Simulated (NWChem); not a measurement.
**CH3FOZn (SMILES C[O][Zn][F]): levels of theory compared**

We compute a comparison of 5 runs (HF/STO-3G, HF/3-21G, HF/def2-TZVP, B3LYP/6-31G*) of CH3FOZn. 

The results are computed with NWChem 7.3.0.

**1. The molecule**

The species is CH3FOZn (7 atoms), meant as a singlet with charge 0. As SMILES, `C[O][Zn][F]`. The shape comes from GFN2-xTB, which is rough for such elements, and wasn't checked as a minimum.

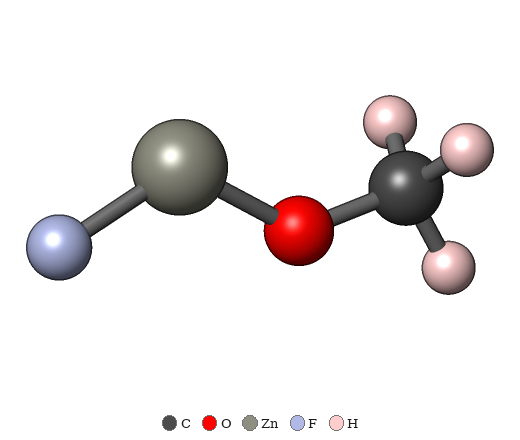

Viewed from a chosen angle; carbon dark grey, oxygen red, zinc grey, fluorine light blue, hydrogen pink.

**2. Energy and gradient at HF/STO-3G (run 1)**

Contents of work.xyz:

```xyz
7
CH3FOZn hf
C      0.204080     1.048530     0.031100
O      0.302760    -0.343020    -0.065850
Zn    -0.809060    -1.672370     0.029130
F     -0.343520    -3.300160    -0.147870
H     -0.431450     1.478200    -0.748150
H     -0.149880     1.375400     1.012840
H      1.227060     1.413410    -0.111200
```

Contents of run.py:

```python
from ase.io import read
from ase.calculators.nwchem import NWChem

atoms = read('work.xyz')

calc = NWChem(
    label='work',
    theory='scf',
    memory='2200 mb',
    basis='STO-3G',
    basispar='spherical bse',
    scf={'nopen': '0', 'rhf': None, 'thresh': '1e-08', 'maxiter': '80'},
)
atoms.calc = calc

forces = atoms.get_forces()
print(f"energy = {atoms.get_potential_energy():.6f} eV")
print("forces (eV/A):")
for s, f in zip(atoms.symbols, forces):
    print(f"{s:2s} {f[0]:10.5f} {f[1]:10.5f} {f[2]:10.5f}")
print("dipole (e A):", atoms.get_dipole_moment().round(4))
```

Command:

```bash
$ export ASE_NWCHEM_COMMAND="nwchem PREFIX.nwi > PREFIX.nwo"
$ python run.py
```

Log:

```text
energy = -53561.904428 eV
forces (eV/A):
C     0.43734   -0.56503   -0.10089
O    -2.53619   -4.87918    0.10500
Zn    3.01308    0.68515   -0.44331
F    -0.48249    3.65122    0.30807
H    -0.14203    0.22914    0.02556
H    -0.13755    0.22569    0.04289
H    -0.15221    0.65301    0.06273
dipole (e A): [-0.0223  0.2166  0.0162]
```

The calculator wrote work.nwi:

```
title "work"

permanent_dir work

scratch_dir work

start work

geometry units angstrom nocenter noautosym noautoz
  C  2.0408000000000001e-01 1.0485300000000000e+00 3.1099999999999999e-02
  O  3.0275999999999997e-01 -3.4301999999999999e-01 -6.5850000000000006e-02
  Zn -8.0906000000000000e-01 -1.6723699999999999e+00 2.9130000000000000e-02
  F  -3.4351999999999999e-01 -3.3001600000000000e+00 -1.4787000000000000e-01
  H  -4.3145000000000000e-01 1.4782000000000000e+00 -7.4814999999999998e-01
  H  -1.4988000000000001e-01 1.3754000000000000e+00 1.0128400000000000e+00
  H  1.2270600000000000e+00 1.4134100000000001e+00 -1.1119999999999999e-01
end

memory 2200 mb

basis spherical bse noprint
   * library STO-3G
end

scf
  nopen 0
  rhf
  thresh 1e-08
  maxiter 80
end

task scf gradient
```

work.nwo:

```text
Northwest Computational Chemistry Package (NWChem) 7.3.0
             --------------------------------------------------------

           Job information
           ---------------

    nwchem branch   = 7.3.0
    use scalapack   = T
    input           = work.nwi
    prefix          = work.
    data base       = work/work.db
    status          = startup
    nproc           =        1

           Memory information
           ------------------

    heap     =     72089598 doubles =      550.0 Mbytes
    stack    =     72089595 doubles =      550.0 Mbytes
    global   =    144179200 doubles =     1100.0 Mbytes (distinct from heap & stack)
    total    =    288358393 doubles =     2200.0 Mbytes
    verify   = yes
    hardfail = no

           Directory information
           ---------------------

  0 permanent = work
  0 scratch   = work

                                NWChem Input Module
                                -------------------

                                       work
                                       ----

[... 29 lines left out ...]
            Nuclear Dipole moment (a.u.)
[... 87 lines left out ...]
 1-e energy   =   -3300.312678
[... 7 lines left out ...]
         Quadratically convergent ROHF
[... 3 lines left out ...]
 Final Fock-matrix accuracy:          1.000E-10
[... 23 lines left out ...]
       Final RHF  results
[... 3 lines left out ...]
      One-electron energy =  -3263.327672074998
[... 1 line left out ...]
 Nuclear repulsion energy =    259.918624091203
[... 44 lines left out ...]
                       ROHF Final Molecular Orbital Analysis
[... 223 lines left out ...]
                              NWChem Gradients Module
                              -----------------------

                                       work

  wavefunction    =   RHF

                         RHF ENERGY GRADIENTS

    atom               coordinates                        gradient
                 x          y          z           x          y          z
   1 C       0.385655   1.981434   0.058770   -0.008505   0.010988   0.001962
   2 O       0.572133  -0.648214  -0.124438    0.049321   0.094885  -0.002042
   3 Zn     -1.528902  -3.160321   0.055048   -0.058595  -0.013324   0.008621
   4 F      -0.649159  -6.236398  -0.279434    0.009383  -0.071005  -0.005991
   5 H      -0.815322   2.793393  -1.413798    0.002762  -0.004456  -0.000497
   6 H      -0.283232   2.599129   1.913990    0.002675  -0.004389  -0.000834
   7 H       2.318807   2.670958  -0.210138    0.002960  -0.012699  -0.001220

                 ----------------------------------------
                 |  Time  |  1-e(secs)   |  2-e(secs)   |
                 ----------------------------------------
                 |  CPU   |       0.00   |       1.54   |
                 ----------------------------------------
                 |  WALL  |       0.00   |       1.54   |
                 ----------------------------------------

 Task  times  cpu:       37.7s     wall:       37.7s
 Total times  cpu:       37.7s     wall:       37.7s
```

Wall time 39 s (1 thread of Intel Xeon Platinum 8259CL at 2.50GHz (Skylake/Cascade Lake), shared host); peak memory 0.099 GiB.

**3. Energy and gradient at HF/3-21G (run 2)**

Contents of ch3fozn.nw:

```
start ch3fozn
title "CH3FOZn"
memory 2200 mb
geometry noautosym nocenter noautoz
 C     0.204080    1.048530    0.031100
 O     0.302760   -0.343020   -0.065850
 Zn   -0.809060   -1.672370    0.029130
 F    -0.343520   -3.300160   -0.147870
 H    -0.431450    1.478200   -0.748150
 H    -0.149880    1.375400    1.012840
 H     1.227060    1.413410   -0.111200
end
basis spherical bse
 C library 3-21G
 O library 3-21G
 Zn library 3-21G
 F library 3-21G
 H library 3-21G
end
scf
 thresh 1e-08
 maxiter 80
end
task scf gradient
```

Command:

```bash
$ nwchem ch3fozn.nw > ch3fozn.out
```

Log:

```text
[...]
  functions       =    60
[...]
  wavefunction    = RHF
[...]
         Total SCF energy =  -1981.770993775160
      One-electron energy =  -3288.751351262906
      Two-electron energy =   1047.061733396544
 Nuclear repulsion energy =    259.918624091203
        Time for solution =      4.8s
[...]
                         RHF ENERGY GRADIENTS
    atom               coordinates                        gradient
                 x          y          z           x          y          z
   1 C       0.385655   1.981434   0.058770   -0.020650  -0.010132   0.002620
   2 O       0.572133  -0.648214  -0.124438    0.028921   0.006050  -0.004284
   3 Zn     -1.528902  -3.160321   0.055048   -0.031586  -0.001945   0.004912
   4 F      -0.649159  -6.236398  -0.279434    0.014827   0.019332  -0.001169
   5 H      -0.815322   2.793393  -1.413798   -0.001843  -0.001693  -0.004503
   6 H      -0.283232   2.599129   1.913990   -0.000404  -0.002205   0.004695
   7 H       2.318807   2.670958  -0.210138    0.010735  -0.009407  -0.002271
[...]
```

It took 7.8 s on 1 thread of Intel Xeon Platinum 8259CL at 2.50GHz (Skylake/Cascade Lake), shared host; peak memory 0.097 GiB.

Runs 3 to 4 aren't shown in full; the table further down has their settings and results.

**4. Energy and forces at B3LYP/6-31G(d) (Cartesian functions) (run 5)**

Contents of ch3fozn.nw:

```
echo
start ch3fozn
title "CH3FOZn"
memory stack 880 mb heap 220 mb global 1100 mb

geometry noautosym nocenter noautoz
C        0.204080       1.048530       0.031100
O        0.302760      -0.343020      -0.065850
Zn      -0.809060      -1.672370       0.029130
F       -0.343520      -3.300160      -0.147870
H       -0.431450       1.478200      -0.748150
H       -0.149880       1.375400       1.012840
H        1.227060       1.413410      -0.111200
end

basis
* library 6-31G*
end

dft
xc b3lyp
grid fine
convergence energy 1e-08
iterations 100
mulliken
end

task dft gradient
```

Command:

```bash
$ nwchem ch3fozn.nw > ch3fozn.out
```

Log:

```text
[...]
          Wavefunction type:  closed shell.
          No. of atoms     :     7
          No. of electrons :    56
[...]
          Charge           :     0
          Spin multiplicity:     1
[...]
          AO basis - number of functions:    90
[...]
              XC Information
              --------------
                         B3LYP Method XC Potential
                     Hartree-Fock (Exact) Exchange  0.200
                        Slater Exchange Functional  0.800 local
                    Becke 1988 Exchange Functional  0.720 non-local
              Lee-Yang-Parr Correlation Functional  0.810
                  VWN I RPA Correlation Functional  0.190 local
[...]
 d= 0,ls=0.0,diis     1  -1993.9535491022 -2.25D+03  2.47D-02  1.46D+00     3.8
[...]
 d= 0,ls=0.0,diis    11  -1994.1056868844 -9.90D-09  1.24D-06  3.13D-08    29.0
         Total DFT energy =    -1994.105686884381
      One electron energy =    -3297.556250378204
           Coulomb energy =     1140.456743211167
    Exchange-Corr. energy =      -96.924803808547
 Nuclear repulsion energy =      259.918624091203
[...]
      Total Density - Mulliken Population Analysis
     ---------------------------------------------
    Atom       Charge   Shell Charges
 -----------   ------   -------------------------------------------------------
    1 C    6     6.17   1.99  0.69  2.07  0.56  0.80  0.06
    2 O    8     8.65   1.99  0.89  2.90  1.00  1.85  0.01
    3 Zn  30    29.10   2.00  2.00  6.00  1.97  6.01  0.51  0.43  0.07  0.15  6.80  3.11  0.06
    4 F    9     9.49   1.99  0.94  3.29  1.00  2.22  0.05
    5 H    1     0.87   0.54  0.33
    6 H    1     0.87   0.54  0.33
    7 H    1     0.85   0.53  0.32
[...]
  wavefunction    = closed shell
                         DFT ENERGY GRADIENTS
    atom               coordinates                        gradient
                 x          y          z           x          y          z
   1 C       0.385655   1.981434   0.058770   -0.008081   0.004209   0.001480
   2 O       0.572133  -0.648214  -0.124438    0.010279  -0.007915  -0.002164
   3 Zn     -1.528902  -3.160321   0.055048   -0.018400  -0.002225   0.002813
   4 F      -0.649159  -6.236398  -0.279434    0.011830   0.020769  -0.000604
   5 H      -0.815322   2.793393  -1.413798    0.002626  -0.003798   0.001994
   6 H      -0.283232   2.599129   1.913990    0.001790  -0.003480  -0.003079
   7 H       2.318807   2.670958  -0.210138   -0.000045  -0.007561  -0.000440
[...]
```

It took 44 s on 1 thread of Intel Xeon Platinum 8259CL at 2.50GHz (Skylake/Cascade Lake), shared host; peak memory 0.13 GiB.

**5. The series**

| run | level | iteration cap | module | energy (Eh) | dipole moment (D) | HOMO energy (eV) | LUMO energy (eV) | wall time |
| --- | --- | --- | --- | --- | --- | --- | --- | --- |
| 1 | HF/STO-3G | 80 | scf | -1968.363698 | 1.05 | -6.14 | 6.41 | 39 s |
| 2 | HF/3-21G | 80 | scf | -1981.770994 | 5.41 | -10.80 | 0.15 | 7.8 s |
| 3 | HF/def2-TZVP | 80 | scf | -1991.808508 | 5.15 | – | – | 3.3 min |
| 4 | B3LYP/6-31G* (spherical functions) | 100 | dft | -1994.092461 | 3.85 | -7.13 | -2.59 | 59 s |
| 5 | B3LYP/6-31G* (Cartesian functions) | 100 | dft | -1994.105687 | 3.81 | -7.10 | -2.55 | 44 s |

**6. Results**

| quantity | value |
| --- | --- |
| run 5: total energy | -1994.10569 Eh |
| run 5: dipole moment | 3.81 D |
| run 5: HOMO energy | -7.10 eV |
| run 5: LUMO energy | -2.55 eV |
| run 5: HOMO–LUMO gap | 4.55 eV |
| run 5: largest force on an atom | 1.229 eV/Å |

In words: The dipole moment (its size) runs from 1.05 D (HF/STO-3G) to 5.41 D (HF/3-21G). Over runs 1, 2, 4, 5 the HOMO–LUMO gap runs from 4.54 eV (B3LYP/6-31G*) to 12.54 eV (HF/STO-3G). The two ends differ in method and basis. In run 1 the basis is minimal, so the values are rough. All runs together took 5.8 min, the longest 3.3 min.
